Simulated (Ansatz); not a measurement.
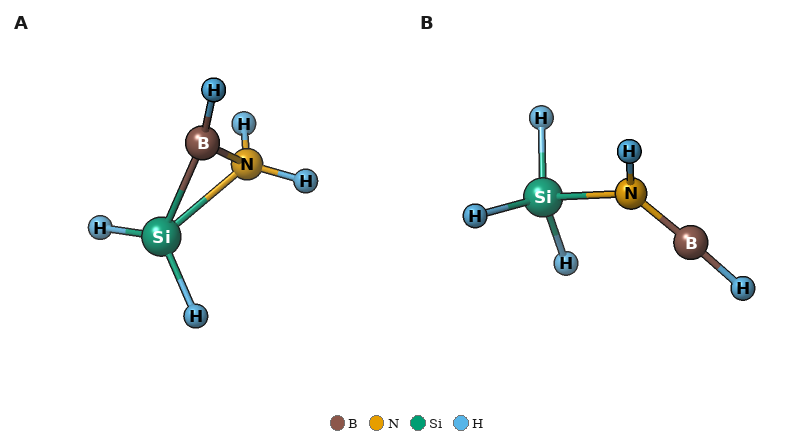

2 stationary structures of one formula. Charge +1, singlet. Geometries: PBE0-D4/def2-TZVP. Electronic energies: RHF-CCSD(T) (frozen core)/def2-TZVPP (Ansatz 0.2.0), without zero-point energy. No frequency run is at hand to confirm each as a minimum. Each is one conformer, not always the lowest.

Which structure is the most stable?

Answer. B is lowest (Cs); A lies 1.023 eV above it (Cs).

Give E(B) − E(A) in eV at these levels too: PBE-D4/def2-TZVPP; ωB97M-V/def2-TZVPP; PBE0-D4/def2-TZVP; PBE0-D4/def2-TZVPP; B3LYP-D4/def2-TZVPP; RHF-CCSD(T) (frozen core)/def2-TZVPP; r2SCAN-D4/def2-TZVPP.

```json
{"level": "PBE-D4/def2-TZVPP", "E(B) − E(A) (eV)": "−0.843"}
{"level": "ωB97M-V/def2-TZVPP", "E(B) − E(A) (eV)": "−1.017"}
{"level": "PBE0-D4/def2-TZVP", "E(B) − E(A) (eV)": "−0.864"}
{"level": "PBE0-D4/def2-TZVPP", "E(B) − E(A) (eV)": "−0.852"}
{"level": "B3LYP-D4/def2-TZVPP", "E(B) − E(A) (eV)": "−1.078"}
{"level": "RHF-CCSD(T) (frozen core)/def2-TZVPP", "E(B) − E(A) (eV)": "−1.023"}
{"level": "r2SCAN-D4/def2-TZVPP", "E(B) − E(A) (eV)": "−0.939"}
```
